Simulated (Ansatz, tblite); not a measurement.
# SiH(NHEt)3 (C₆H₁₉N₃Si): one state, many levels, part 2 of 2

How do method and basis change the picture of SiH(NHEt)3 (C₆H₁₉N₃Si) (singlet)?

Ansatz 0.2.0, Gaussian basis; as each input shows.

### 9 PBE0-D4/def2-SVP

in.yaml

```yaml
crystal:
  periodic: [false, false, false]
  atoms:
    - {symbol: Si, position_ang: [0.020656, 0.047646, -0.238514]}
    - {symbol: H, position_ang: [0.048532, 0.048290, 1.266966]}
    - {symbol: N, position_ang: [1.651227, -0.005284, -0.808104]}
    - {symbol: C, position_ang: [2.797632, 0.620248, -0.178674]}
    - {symbol: C, position_ang: [3.742283, -0.373969, 0.490616]}
    - {symbol: H, position_ang: [1.878997, -0.673387, -1.539455]}
    - {symbol: H, position_ang: [3.366383, 1.232094, -0.909206]}
    - {symbol: H, position_ang: [2.424585, 1.337526, 0.575780]}
    - {symbol: H, position_ang: [3.215310, -0.941383, 1.275258]}
    - {symbol: H, position_ang: [4.607820, 0.133735, 0.947646]}
    - {symbol: H, position_ang: [4.129909, -1.100083, -0.244736]}
    - {symbol: N, position_ang: [-0.765552, 1.468316, -0.835138]}
    - {symbol: C, position_ang: [-1.969023, 2.059648, -0.282040]}
    - {symbol: C, position_ang: [-1.707866, 3.292621, 0.578637]}
    - {symbol: H, position_ang: [-0.222742, 2.089750, -1.428287]}
    - {symbol: H, position_ang: [-2.684367, 2.320614, -1.088519]}
    - {symbol: H, position_ang: [-2.480393, 1.288400, 0.322851]}
    - {symbol: H, position_ang: [-1.052785, 3.041761, 1.428623]}
    - {symbol: H, position_ang: [-2.645517, 3.717719, 0.973817]}
    - {symbol: H, position_ang: [-1.205935, 4.079195, -0.009976]}
    - {symbol: N, position_ang: [-0.854507, -1.330020, -0.803491]}
    - {symbol: C, position_ang: [-0.816488, -2.660211, -0.228508]}
    - {symbol: C, position_ang: [-2.078464, -3.026721, 0.547083]}
    - {symbol: H, position_ang: [-1.600864, -1.175127, -1.475449]}
    - {symbol: H, position_ang: [-0.633116, -3.423389, -1.012423]}
    - {symbol: H, position_ang: [0.059224, -2.716533, 0.443865]}
    - {symbol: H, position_ang: [-2.241162, -2.321841, 1.378608]}
    - {symbol: H, position_ang: [-2.018384, -4.047189, 0.960502]}
    - {symbol: H, position_ang: [-2.965411, -2.982456, -0.107730]}
basis:
  gaussian: {orbitals: def2-SVP, initial_orbitals: start.molden}
hamiltonian: {xc: pbe0, dispersion: d4}
scf: {omitted_lower_state_checks: [starts]}
output: {orbitals: {seedname: orbitals}}
```

The run is started by

```bash
$ ansatz run in.yaml --threads 4 --pin off --events-out ev --progress --plain --max-ram 6963MiB
```

Standard output:

```text
Functional definition: PBE0
  name "PBE0"
  cite "Adamo & Barone, J. Chem. Phys. 110, 6158 (1999) doi:10.1063/1.478522"
  cite "Perdew, Burke & Ernzerhof, Phys. Rev. Lett. 77, 3865 (1996) doi:10.1103/PhysRevLett.77.3865"
  parent pbe
  parameter a = 0.25
  parameter kappa = 0.804
  parameter beta = 0.06672455060314922
  exchange = (1 - a)*pbe_x(kappa = kappa, mu = beta*pi^2/3) + a*exact_x
  correlation = pbe_c(beta = beta)
these checks for a lower state are left out or cut short: starts
2762 factors; their error is unknown
mean field evaluation 1: about -18854.8106 eV, gradient 9.9e0 eV
mean field evaluation 2: about -18855.0906 eV, gradient 2.0e-1 eV
mean field evaluation 4: about -18855.0859 eV, gradient 5.3e-4 eV
mean field -18855.08589006 eV, -692.9116260235 hartree, gradient 1.4e-5 eV, S^2 0.000000; 0 other end points of the search recorded, 0 dependent functions left out
reference -18855.08593214 eV, -692.9116275699 hartree; 45, 45 occupied and 194, 194 virtual orbitals, 2762 factors
Total energy: -18855.68107265 eV, -692.9334985803 hartree
Checks for a lower state left out: starts
```

Wall time 7.5 s (4 threads of Arm Neoverse V2, shared host); peak memory 1.2 GiB.

Report: HOMO -6.01 eV, LUMO 1.83 eV.

### 10 HF/STO-3G

Edit in.yaml of step 9 so:

```diff
@@ -33,4 +33,4 @@
 basis:
-  gaussian: {orbitals: def2-SVP, initial_orbitals: start.molden}
-hamiltonian: {xc: pbe0, dispersion: d4}
+  gaussian: {orbitals: STO-3G}
+hamiltonian: {xc: hf}
 scf: {omitted_lower_state_checks: [starts]}
```

Same command.

Standard output:

```text
Functional definition: HF
  name "HF"
  cite "Fock, Z. Phys. 61, 126 (1930) doi:10.1007/BF01340294"
  parent pbe
  exchange = exact_x
  correlation = 0
these checks for a lower state are left out or cut short: starts
1012 factors; integrals over basis functions are off by at most 3.7e-5 eV
mean field evaluation 1: about -18565.7780 eV, gradient 2.8e1 eV
mean field evaluation 2: about -18566.3721 eV, gradient 2.8e1 eV
mean field evaluation 4: about -18569.1420 eV, gradient 1.7e0 eV
mean field evaluation 8: about -18569.1538 eV, gradient 1.8e-5 eV
mean field -18569.15380539 eV, -682.4038157237 hartree, gradient 5.9e-6 eV, S^2 0.000000; 0 other end points of the search recorded, 0 dependent functions left out
reference -18569.15380539 eV, -682.4038157237 hartree; 45, 45 occupied and 28, 28 virtual orbitals, 1012 factors
Total energy: -18569.15380539 eV, -682.4038157237 hartree
Checks for a lower state left out: starts
```

Run time: 0.45 s. Hardware: 4 threads of Arm Neoverse V2, shared host.

Report: HOMO -7.10 eV, LUMO 12.90 eV.

### 11 HF/6-31G

Edit in.yaml of step 10 so:

```diff
@@ -33,3 +33,3 @@
 basis:
-  gaussian: {orbitals: STO-3G}
+  gaussian: {orbitals: 6-31G}
 hamiltonian: {xc: hf}
```

The command is unchanged.

Standard output:

```text
Functional definition: HF
  name "HF"
  cite "Fock, Z. Phys. 61, 126 (1930) doi:10.1007/BF01340294"
  parent pbe
  exchange = exact_x
  correlation = 0
these checks for a lower state are left out or cut short: starts
1906 factors; integrals over basis functions are off by at most 1.8e-4 eV
mean field evaluation 1: about -18780.5137 eV, gradient 4.8e1 eV
mean field evaluation 2: about -18780.5103 eV, gradient 4.8e1 eV
mean field evaluation 4: about -18786.1728 eV, gradient 4.5e0 eV
mean field evaluation 8: about -18786.2303 eV, gradient 1.0e-4 eV
mean field -18786.23026517 eV, -690.3812284807 hartree, gradient 1.2e-5 eV, S^2 0.000000; 0 other end points of the search recorded, 0 dependent functions left out
reference -18786.23026517 eV, -690.3812284807 hartree; 45, 45 occupied and 87, 87 virtual orbitals, 1906 factors
Total energy: -18786.23026517 eV, -690.3812284807 hartree
Checks for a lower state left out: starts
```

Run time: 1.6 s. Hardware: 4 threads of Arm Neoverse V2, shared host.

Report: HOMO -9.29 eV, LUMO 5.53 eV.

### 12 B3LYP-D4/6-31G

Edit in.yaml of step 11 so:

```diff
@@ -34,3 +34,3 @@
   gaussian: {orbitals: 6-31G}
-hamiltonian: {xc: hf}
+hamiltonian: {xc: {name: B3LYP}, dispersion: d4}
 scf: {omitted_lower_state_checks: [starts]}
```

The command is unchanged.

Standard output (excerpt; [...] marks lines left out):

```text
Functional definition: B3LYP
  name "B3LYP"
  cite "Stephens, Devlin, Chabalowski & Frisch, J. Phys. Chem. 98, 11623 (1994) doi:10.1021/j100096a001"
  cite "Becke, Phys. Rev. A 38, 3098 (1988) doi:10.1103/PhysRevA.38.3098"
  cite "Lee, Yang & Parr, Phys. Rev. B 37, 785 (1988) doi:10.1103/PhysRevB.37.785"
  cite "Vosko, Wilk & Nusair, Can. J. Phys. 58, 1200 (1980) doi:10.1139/p80-159"
[...]
1906 factors; integrals over basis functions are off by at most 1.8e-4 eV
[...]
mean field -18877.69097035 eV, -693.7423474018 hartree, gradient 5.3e-5 eV, S^2 0.000000; 0 other end points of the search recorded, 0 dependent functions left out
reference -18877.69130113 eV, -693.7423595578 hartree; 45, 45 occupied and 87, 87 virtual orbitals, 1906 factors
Total energy: -18878.77865132 eV, -693.7823189403 hartree
Checks for a lower state left out: starts
```

Run time: 3.4 s. Hardware: 4 threads of Arm Neoverse V2, shared host.

From the report: HOMO -5.59 eV, LUMO 1.99 eV.

### 13 MP2/def2-SVP

Edit in.yaml of step 12 so:

```diff
@@ -33,4 +33,4 @@
 basis:
-  gaussian: {orbitals: 6-31G}
-hamiltonian: {xc: {name: B3LYP}, dispersion: d4}
+  gaussian: {orbitals: def2-SVP, initial_orbitals: start.molden}
+correlation: {method: mp2}
 scf: {omitted_lower_state_checks: [starts]}
```

Launched as before.

Standard output:

```text
Functional definition: HF
  name "HF"
  cite "Fock, Z. Phys. 61, 126 (1930) doi:10.1007/BF01340294"
  parent pbe
  exchange = exact_x
  correlation = 0
these checks for a lower state are left out or cut short: starts
2464 factors; integrals over basis functions are off by at most 1.3e-3 eV
mean field evaluation 1: about -18781.1050 eV, gradient 2.9e1 eV
mean field evaluation 2: about -18782.5271 eV, gradient 1.1e0 eV
mean field evaluation 4: about -18782.5421 eV, gradient 5.5e-2 eV
mean field evaluation 8: about -18782.5421 eV, gradient 7.6e-7 eV
mean field -18782.54214929 eV, -690.2456927222 hartree, gradient 7.6e-7 eV, S^2 0.000000; 0 other end points of the search recorded, 0 dependent functions left out
14 core orbitals not correlated: weight in the atoms' cores, before any rotation towards them, 1.000 or more for the frozen orbitals, at most 0.000 for the correlated occupied ones
reference -18782.54214929 eV, -690.2456927222 hartree; 31, 31 occupied and 194, 194 virtual orbitals, 2464 factors
second order -39.92850448 eV of doubles, -0.00000000 eV of singles
Total energy: -18822.47065377 eV, -691.7130381973 hartree
Checks for a lower state left out: starts
```

It took 6.5 s on 4 threads of Arm Neoverse V2, shared host.

Report: Hartree-Fock HOMO -9.40 eV, LUMO 4.76 eV.

### 14 RPA/def2-SVP

Edit in.yaml of step 13 so:

```diff
@@ -34,4 +34,4 @@
   gaussian: {orbitals: def2-SVP, initial_orbitals: start.molden}
-correlation: {method: mp2}
+hamiltonian: {xc: pbe}
+correlation: {method: rpa}
 scf: {omitted_lower_state_checks: [starts]}
-output: {orbitals: {seedname: orbitals}}
```

The command is unchanged.

Standard output (excerpt; [...] marks lines left out):

```text
Functional definition: PBE
  name "PBE"
  cite "Perdew, Burke & Ernzerhof, Phys. Rev. Lett. 77, 3865 (1996) doi:10.1103/PhysRevLett.77.3865"
  parent pbe
[...]
2464 factors; integrals over basis functions are off by at most 1.3e-3 eV
[...]
mean field -18852.36986172 eV, -692.8118138228 hartree, gradient 1.2e-6 eV, S^2 0.000000; 0 other end points of the search recorded, 0 dependent functions left out
14 core orbitals not correlated: weight in the atoms' cores, before any rotation towards them, 1.000 or more for the frozen orbitals, at most 0.000 for the correlated occupied ones
reference -18780.39771180 eV, -690.1668860978 hartree; 31, 31 occupied and 194, 194 virtual orbitals, 2464 factors
Total energy: -18846.43226825 eV, -692.5936112876 hartree
Checks for a lower state left out: starts
```

It took 11 s on 4 threads of Arm Neoverse V2, shared host.

### 15 Comparison

| level | functions | HOMO (eV) | LUMO (eV) | gap (eV) | time |
| --- | --- | --- | --- | --- | --- |
| HF/STO-3G | 73 | -7.10 | 12.90 | 20.00 | 0.45 s |
| HF/6-31G | 132 | -9.29 | 5.53 | 14.82 | 1.6 s |
| PBE-D4/def2-SVP | 239 | -4.64 | 0.95 | 5.59 | 4 s |
| PBE-D4/def2-TZVP | 430 | -4.86 | 0.37 | 5.23 | 10 s |
| revPBE-D4/def2-TZVP | 430 | -4.80 | 0.47 | 5.27 | 8.5 s |
| r2SCAN-D4/def2-TZVP | 430 | -5.11 | 0.95 | 6.05 | 16 s |
| B3LYP-D4/6-31G | 132 | -5.59 | 1.99 | 7.58 | 3.4 s |
| B3LYP-D4/def2-TZVP | 430 | -5.97 | 0.85 | 6.82 | 17 s |
| PBE0-D4/def2-SVP | 239 | -6.01 | 1.83 | 7.84 | 7.5 s |
| PBE0-D4/def2-TZVP | 430 | -6.17 | 1.17 | 7.34 | 18 s |

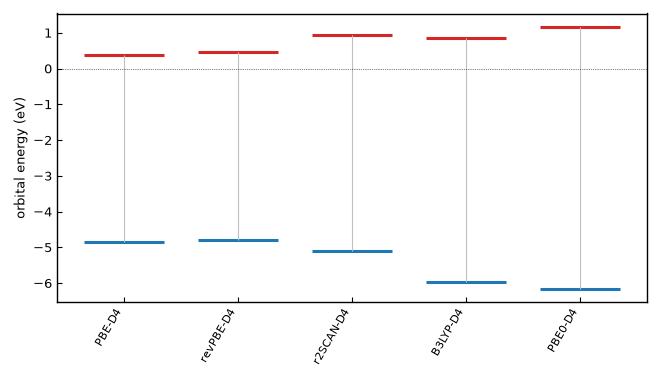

Highest filled (blue) and lowest empty (red) level in def2-TZVP.

The pieces so far (eV):

| basis | HF | MP2 correlation | total |
| --- | --- | --- | --- |
| def2-SVP | -18782.5421 | -39.9285 | -18822.4707 (MP2) |

### 16 Binding energy

Free atoms were run apart at each level; binding is atoms less cluster, divided by the number of atoms, without zero-point or spin-orbit terms.

| level | binding an atom (eV) |
| --- | --- |
| HF/STO-3G | 3.495 |
| HF/6-31G | 2.688 |
| HF/def2-SVP | 2.933 |
| PBE-D4/def2-SVP | 4.065 |
| PBE-D4/def2-TZVP | 4.043 |
| revPBE-D4/def2-TZVP | 3.956 |
| r2SCAN-D4/def2-TZVP | 3.964 |
| B3LYP-D4/6-31G | 3.845 |
| B3LYP-D4/def2-TZVP | 3.982 |
| PBE0-D4/def2-SVP | 4.011 |
| PBE0-D4/def2-TZVP | 3.986 |
| MP2/def2-SVP | 3.791 |

### 17 What came out

What follows sums up all 2 parts.

| quantity | value |
| --- | --- |
| gap in def2-TZVP, named functionals, smallest and largest | 5.23 eV (PBE-D4), 7.34 eV (PBE0-D4) |
| correlation energy, MP2/def2-SVP | -39.93 eV |
| binding an atom, functionals in def2-TZVP | 3.96 (revPBE-D4) to 4.04 eV (PBE-D4) |
| PBE0 total energy, smallest basis above largest | 14.90 eV (def2-SVP, def2-TZVP) |

In words: Over the named functionals in def2-TZVP the gap runs from 5.23 eV (PBE-D4) to 7.34 eV (PBE0-D4); exact exchange widens it.

The slowest run with a step of its own, B3LYP-D4/def2-TZVP, took 17 s; the quickest functional in def2-TZVP took 8.5 s (shared host).
